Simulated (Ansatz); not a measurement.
Cost and result by functional for the adsorption energy of CH3 on the 1x1 (111) surface of fcc Ag, one in a 2x2 cell, started at the site 'top Ag', in Ansatz (plane waves, PAW). Single points on the PBE structure, on one kind of machine; costs are rough ratios of the slab run's core time (references not counted) to the cheapest single point. r2SCAN's cost holds its higher cutoff (500 against 420 eV). Differences are taken against r2SCAN for comparison alone: no measured value is at hand, so the table doesn't rank accuracy.

Set-up: 20 atoms, 7.1 Å thick at the start under the adsorbate (thin: gaps and levels are the slab's own); mesh 6x6x1; 0.1 eV smearing; dipole correction on; 8 atoms held, the rest relaxed; symmetry of the start imposed; spin-polarised, no spin-orbit, no U, no dispersion correction. The starting moment vanished. At the end it is bonded to Ag. In PBE it is, or lies within 0.03 eV of, the lowest of the starts that converged. These notes are the PBE run's. r2SCAN: The program's check for a lower electronic state was not made. Adsorption energies are against CH4(g) − ½ H2(g). A negative adsorption energy means that the adsorbate is more stable on the surface than in its reference.

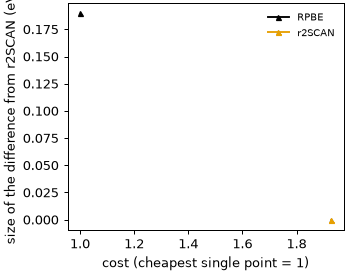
Figure: Difference from r2SCAN against cost

```json
[
 {"functional": "RPBE", "relative cost": "1", "adsorption energy (eV)": "1.64", "less r2SCAN (eV)": "0.19"},
 {"functional": "r2SCAN", "relative cost": "2", "adsorption energy (eV)": "1.45", "less r2SCAN (eV)": "0.00"},
 {"functional": "PBE (the relaxed run's value)", "relative cost": "–", "adsorption energy (eV)": "1.52", "less r2SCAN (eV)": "0.07"}
]
```

The values span 0.19 eV, while the single points' costs differ by a factor of roughly 2. Differences are of unrounded values.

Ansatz is a quantum-chemistry and plane-wave program.
